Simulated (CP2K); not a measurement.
# PM6 run of C3H3F3O (SMILES C=COC(F)(F)F)

What is the vertical electron affinity of C3H3F3O at PM6? 

The results are computed with CP2K 2026.2.

2 further runs of the same task are left out: 2 that didn't finish.

**1. Starting point**

C3H3F3O: 10 atoms, total charge 0, spin state singlet. As SMILES, `C=COC(F)(F)F`. Geometry: a rough force-field guess. This is one conformer, not always the lowest.

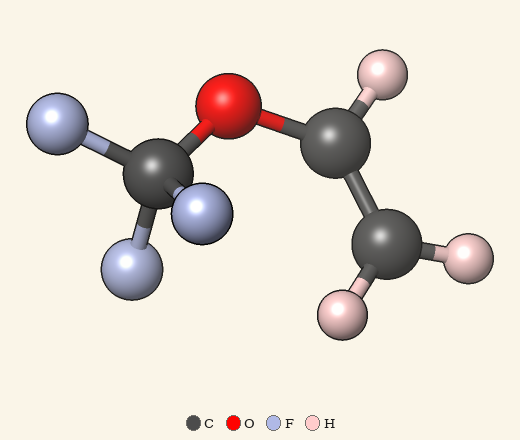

Viewed from a chosen angle; carbon dark grey, oxygen red, fluorine light blue, hydrogen pink.

**2. Energy and gradient at PM6**

molecule.xyz reads:

```xyz
10

C      0.208000    -1.233600     0.944700
C      1.003800    -0.450600     0.210200
O      0.716900     0.612100    -0.625400
C     -0.521500     1.052600    -0.774600
F     -0.615700     2.085300    -1.638400
F     -1.119800     1.457400     0.406300
F     -1.334200     0.062200    -1.290100
H      0.575900    -1.988000     1.535500
H     -0.908300    -1.008300     0.994400
H      2.078100    -0.640200     0.240400
```

job.inp reads:

```
&GLOBAL
   PROJECT job
   RUN_TYPE ENERGY_FORCE
   PRINT_LEVEL MEDIUM
&END GLOBAL

&FORCE_EVAL
   METHOD Quickstep
   &DFT
      &QS
         METHOD PM6
         EPS_DEFAULT 1.0E-10
         &SE
            &COULOMB
               CUTOFF [angstrom] 50
               RC_RANGE [angstrom] 0
            &END COULOMB
            &EXCHANGE
               CUTOFF [angstrom] 50
               RC_RANGE [angstrom] 0
            &END EXCHANGE
         &END SE
      &END QS
      &POISSON
         PERIODIC NONE
         POISSON_SOLVER ANALYTIC
      &END POISSON
      &SCF
         SCF_GUESS ATOMIC
         EPS_SCF 1.0E-06
         MAX_SCF 100
         &DIAGONALIZATION
            ALGORITHM STANDARD
         &END DIAGONALIZATION
         &MIXING
            METHOD DIRECT_P_MIXING
            ALPHA 0.4
         &END MIXING
      &END SCF
      &PRINT
         &MOMENTS
            PERIODIC F
            REFERENCE COM
            MAX_MOMENT 1
         &END MOMENTS
         &MO ON
            ENERGIES T
            OCCUPATION_NUMBERS T
            NDIGITS 6
            &EACH
               QS_SCF 0
            &END EACH
            ADD_LAST NUMERIC
         &END MO
         &HIRSHFELD OFF
         &END HIRSHFELD
      &END PRINT
   &END DFT
   &SUBSYS
      &CELL
         ABC 11.4 12.1 11.2
         PERIODIC NONE
      &END CELL
      &TOPOLOGY
         COORD_FILE_NAME molecule.xyz
         COORD_FILE_FORMAT XYZ
         &CENTER_COORDINATES
         &END CENTER_COORDINATES
      &END TOPOLOGY
   &END SUBSYS
   &PRINT
      &FORCES ON
      &END FORCES
   &END PRINT
&END FORCE_EVAL
```

Command:

```sh
$ OMP_NUM_THREADS=1 cp2k.psmp job.inp > job.out
```

Standard output:

```text
CP2K| version string:                                       CP2K version 2026.2
[...]
 GLOBAL| Method name                                                        CP2K
[...]
 GLOBAL| Run type                                                   ENERGY_FORCE
[...]
                             - Atoms:                                         10
[...]
                             - Spherical basis functions:                     31
[...]
 Number of electrons:                                                         42
[...]
     1 P_Mix/Diag. 0.40E+00    0.0     0.77999287       -69.9296121743 -6.99E+01
[...]
    18 DIIS/Diag.  0.26E-06    0.0     0.00000095       -77.6480623177 -4.35E-11
  *** SCF run converged in    18 steps ***
  Core-core repulsion energy [eV]:                           4414.17473134324609
  Core Hamiltonian energy [eV]:                             -3513.87171295726193
  Two-electron integral energy [eV]:                        -6026.42849566201221
  Electronic energy [eV]:                                   -6527.08596078826849
  Total energy [eV]:                                        -2112.91122944502195
  Atomic reference energy [eV]:                              2104.99529277154124
  Heat of formation [kcal/mol]:                              -182.54585075616157
[...]
 SE_DIPOLE| Moment [Debye]         -1.35713517       1.17059530      -1.03636301
 SE_DIPOLE| Derivative [a.u.]       0.00000000       0.00000000       0.00000000
 ENERGY| Total FORCE_EVAL ( QS ) energy [hartree]            -77.648062317711464
 FORCES| Atomic forces [hartree/bohr]
 FORCES|   Atom     x               y               z               |f|
 FORCES|      1 -3.67056896E-02  4.49580310E-02 -2.14880268E-02   6.18891550E-02
 FORCES|      2  7.39905354E-03 -2.84582173E-02  2.15971861E-02   3.64836206E-02
 FORCES|      3  3.76066868E-02  2.51640630E-04 -1.32199081E-03   3.76307570E-02
 FORCES|      4 -8.58730854E-02  1.08161830E-02 -2.32066006E-04   8.65518947E-02
 FORCES|      5  8.63605632E-03 -2.38382720E-02  2.18587191E-02   3.34760852E-02
 FORCES|      6  1.85268663E-02 -1.07322380E-02 -4.04986472E-02   4.58101095E-02
 FORCES|      7  1.80906157E-02  3.12329477E-02  1.39978298E-02   3.87131326E-02
 FORCES|      8  4.33636097E-03 -2.16815312E-02  1.53102161E-02   2.68941543E-02
 FORCES|      9  2.33282954E-02 -1.44056797E-02  2.79845238E-03   2.75601943E-02
 FORCES|     10  4.65484009E-03  1.18571358E-02 -1.20216726E-02   1.75151311E-02
 FORCES| Sum     3.88578059E-16  1.55431223E-15 -1.58206781E-15
 FORCES| Total atomic force                                       2.25162563E-15
[...]
```

Wall time 1.3 s (1 thread of Intel Xeon Platinum 8259CL at 2.50GHz (Skylake/Cascade Lake), shared host); peak memory 0.19 GiB.

**3. The doublet anion**

molecule.xyz is that of step 2.

gas.inp reads:

```
&GLOBAL
  PROJECT gas
  RUN_TYPE ENERGY_FORCE
  PRINT_LEVEL MEDIUM
&END GLOBAL
&FORCE_EVAL
  METHOD QUICKSTEP
  &DFT
    CHARGE -1
    MULTIPLICITY 2
    SPIN_POLARIZED T
    # Quickstep
    &QS
      METHOD PM6
      EPS_DEFAULT 1.0E-10
      &SE
        &COULOMB
          CUTOFF [angstrom] 50
          RC_RANGE [angstrom] 0
        &END COULOMB
        &EXCHANGE
          CUTOFF [angstrom] 50
          RC_RANGE [angstrom] 0
        &END EXCHANGE
      &END SE
    &END QS
    &POISSON
      PERIODIC NONE
      POISSON_SOLVER ANALYTIC
    &END POISSON
    # self-consistent field
    &SCF
      SCF_GUESS ATOMIC
      EPS_SCF 1.0E-06
      MAX_SCF 50
      &OT
        MINIMIZER DIIS
        PRECONDITIONER FULL_ALL
      &END OT
      &OUTER_SCF
        EPS_SCF 1.0E-06
        MAX_SCF 8
      &END OUTER_SCF
    &END SCF
    &PRINT
      &MOMENTS
        PERIODIC F
        REFERENCE COM
        MAX_MOMENT 1
      &END MOMENTS
      &MO_CUBES
        NLUMO 3
        NHOMO -1
        WRITE_CUBE F
      &END MO_CUBES
      &HIRSHFELD OFF
      &END HIRSHFELD
    &END PRINT
  &END DFT
  # atoms, cell and kinds
  &SUBSYS
    &CELL
      ABC 11.4 12.1 11.2
      PERIODIC NONE
    &END CELL
    &TOPOLOGY
      COORD_FILE_NAME molecule.xyz
      COORD_FILE_FORMAT XYZ
      &CENTER_COORDINATES
      &END CENTER_COORDINATES
    &END TOPOLOGY
  &END SUBSYS
  &PRINT
    &FORCES ON
    &END FORCES
  &END PRINT
&END FORCE_EVAL
```

Command:

```sh
$ OMP_NUM_THREADS=1 cp2k.psmp gas.inp > gas.out
```

Standard output:

```text
CP2K| version string:                                       CP2K version 2026.2
[...]
 GLOBAL| Method name                                                        CP2K
[...]
 GLOBAL| Run type                                                   ENERGY_FORCE
[...]
                             - Atoms:                                         10
[...]
                             - Spherical basis functions:                     31
[...]
 Number of electrons:                                                         22
[...]
     1 OT DIIS     0.15E+00    0.0     0.15462794       -70.4911132356 -7.05E+01
[...]
    37 OT DIIS     0.15E+00    0.0     0.00000089       -77.6873759980 -1.82E-09
  *** SCF run converged in    37 steps ***
  Core-core repulsion energy [eV]:                           4414.17473134324609
  Core Hamiltonian energy [eV]:                             -3585.92068940414083
  Two-electron integral energy [eV]:                        -5884.47010205785773
  Electronic energy [eV]:                                   -6528.15574043306970
  Total energy [eV]:                                        -2113.98100908982315
  Atomic reference energy [eV]:                              2104.99529277154124
  Heat of formation [kcal/mol]:                              -207.21555737927085
[...]
 SE_DIPOLE| Moment [Debye]         -0.55185968       0.80966248      -0.75933936
 SE_DIPOLE| Derivative [a.u.]       0.00000000       0.00000000       0.00000000
 *** WARNING in qs_scf_post_se.F:140 :: Printing of MO cube files not ***
 *** implemented for Semi-Empirical method.                           ***
 ENERGY| Total FORCE_EVAL ( QS ) energy [hartree]            -77.687375998724107
 FORCES| Atomic forces [hartree/bohr]
 FORCES|   Atom     x               y               z               |f|
 FORCES|      1 -3.84655035E-02  2.91230725E-02 -8.76761118E-03   4.90369178E-02
 FORCES|      2  2.96448202E-02 -1.16846520E-02  3.14170361E-03   3.20190062E-02
 FORCES|      3  5.87165617E-02 -3.67975340E-02  2.49426767E-02   7.36466581E-02
 FORCES|      4 -6.50864221E-02  1.69744228E-02 -5.44497634E-03   6.74834879E-02
 FORCES|      5 -1.12782634E-02  1.08409379E-02 -6.21314995E-03   1.68323615E-02
 FORCES|      6 -2.42706803E-03 -2.29110033E-03 -2.12811773E-02   2.15413163E-02
 FORCES|      7 -3.16141985E-03  1.92331961E-02  6.02041677E-03   2.03998977E-02
 FORCES|      8  2.02397904E-03 -1.74709145E-02  1.27211680E-02   2.17061618E-02
 FORCES|      9  2.80374833E-02 -1.26929157E-02  5.81103756E-04   3.07822718E-02
 FORCES|     10  1.99583257E-03  4.76548714E-03 -5.70015408E-03   7.69317697E-03
 FORCES| Sum     4.99600361E-16  1.16573418E-15 -1.58206781E-15
 FORCES| Total atomic force                                       2.02767730E-15
[...]
```

Run time: 3.9 s. Hardware: 1 thread of Intel Xeon Platinum 8259CL at 2.50GHz (Skylake/Cascade Lake), shared host; peak memory 0.19 GiB.

**4. What came out**

At PM6:

| quantity | value |
| --- | --- |
| singlet C3H3F3O: total energy | -77.64806 Eh |
| singlet C3H3F3O: dipole moment | 2.07 D |
| singlet C3H3F3O: HOMO energy | -10.72 eV |
| singlet C3H3F3O: heat of formation at this unrelaxed shape | -182.5 kcal/mol |
| singlet C3H3F3O: largest force on an atom | 4.451 eV/Å |
| doublet anion: total energy | -77.68738 Eh |
| doublet anion: heat of formation at this unrelaxed shape | -207.2 kcal/mol |
| doublet anion: largest force on an atom | 3.787 eV/Å |
| vertical electron affinity (to the doublet anion) | 1.070 eV |

What this shows: At fixed nuclei the extra electron is bound by 1.07 eV (103 kJ/mol). The largest force (singlet C3H3F3O) is 4.45 eV/Å: the shape isn't a stationary point for this species at this level. A minimal valence basis can't be trusted even for the sign of an electron affinity.
